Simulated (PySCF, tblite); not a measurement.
# C₃H₇BO₃Si: geometry, infrared bands and NMR shifts

What infrared bands and NMR shifts should C₃H₇BO₃Si (`OB1OCOC=C1[SiH3]`) show?

The runs use tblite 0.8.0 and PySCF 2.14.0, with density-fitted response routines of our own; the level of theory stands in each step. All values are computed, except where a source is named. Atoms are numbered from 0 throughout.

## (1) Starting geometry

15 atoms, charge 0, multiplicity 1; geometry from: force field or distance geometry start.

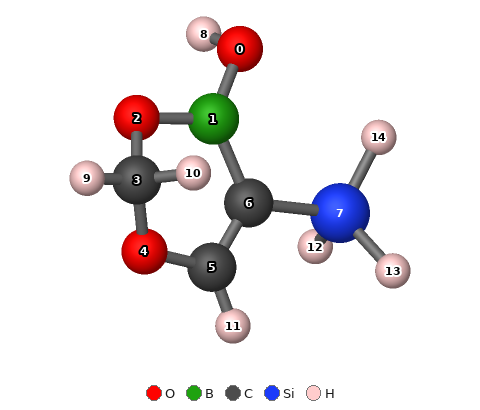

The starting geometry (oxygen red, boron green, carbon dark grey, silicon blue, hydrogen pink), atoms numbered.

## (2) Geometry optimisation with GFN2-xTB

What the job is given:

```
{"job": {"kind": "relax", "xc": "GFN2-xTB", "basis": "xTB"}, "charge": 0, "multiplicity": 1}
O     -0.235200     2.337100     0.495000
B     -0.621200     0.947400     0.240400
O     -1.994000     0.644600    -0.171000
C     -2.193200    -0.722800     0.050100
O     -1.313800    -1.454800    -0.761800
C      0.070600    -1.328300    -0.605500
C      0.469600    -0.146300    -0.101100
Si     2.279000     0.184400     0.189700
H     -0.355300     2.914700    -0.300300
H     -3.254200    -1.042500    -0.020200
H     -1.844300    -0.905900     1.112700
H      0.762400    -2.112500    -0.857100
H      2.873500     0.300300    -1.127400
H      2.875700    -1.003700     0.861800
H      2.475800     1.396200     0.973000
```

On the command line:

```sh
> OMP_NUM_THREADS=1 python probes_run.py task.json out
```

This one command runs all jobs of the session in turn.

**Question.** This job is followed by: GFN2-xTB harmonic vibrations, gas phase; GIAO PBE0/pcSseg-1 NMR shielding, non-relativistic, gas phase. Predict these results of the whole session: strongest single infrared mode (GFN2-xTB); zero-point energy (GFN2-xTB); ¹³C shifts against TMS (PBE0/pcSseg-1); ¹H shifts against TMS (PBE0/pcSseg-1, means over atoms taken as alike); ¹⁷O shifts against H2O (PBE0/pcSseg-1); ¹¹B shifts against BF3·OEt2 (PBE0/pcSseg-1); ²⁹Si shifts against TMS (PBE0/pcSseg-1).

**Answer**, as computed:

| quantity | value |
| --- | --- |
| strongest single infrared mode (GFN2-xTB) | 1208 cm⁻¹, 570 km/mol |
| zero-point energy (GFN2-xTB) | 62.5 kcal/mol |
| ¹³C shifts against TMS (PBE0/pcSseg-1) | 174.4, 99.5, 92.4 ppm |
| ¹H shifts against TMS (PBE0/pcSseg-1, means over atoms taken as alike) | 7.31, 5.79, 4.22, 4.08 ppm |
| ¹⁷O shifts against H2O (PBE0/pcSseg-1) | 178.9, 135.7, 111.1 ppm |
| ¹¹B shifts against BF3·OEt2 (PBE0/pcSseg-1) | 23.0 ppm |
| ²⁹Si shifts against TMS (PBE0/pcSseg-1) | -75.4 ppm |

**Reading.** Relaxing lowered the energy by 1.446 eV in 122 steps; the close pair that moved most is O0–B1, from 1.465 to 1.344 Å. All 39 modes are real, so the xTB geometry is a minimum. The strongest single mode, at 1208 cm⁻¹, has its largest shares on B1, O4 and H11 (the list is cut at 3 atoms). Unscaled tight-binding wavenumbers are off by several per cent, some by more. Its intensities can rank the bands wrongly. The most deshielded carbon is C5 (alkene carbon bearing oxygen), at 174.4 ppm: an sp2 carbon further deshielded by the attached heteroatom. The most deshielded hydrogen is H11 (hydrogen on an alkene carbon bearing oxygen), at 7.31 ppm: olefinic region. At PBE0/pcSseg-1: The largest span, 239 ppm, is at O4, where the paramagnetic term is -240 ppm.
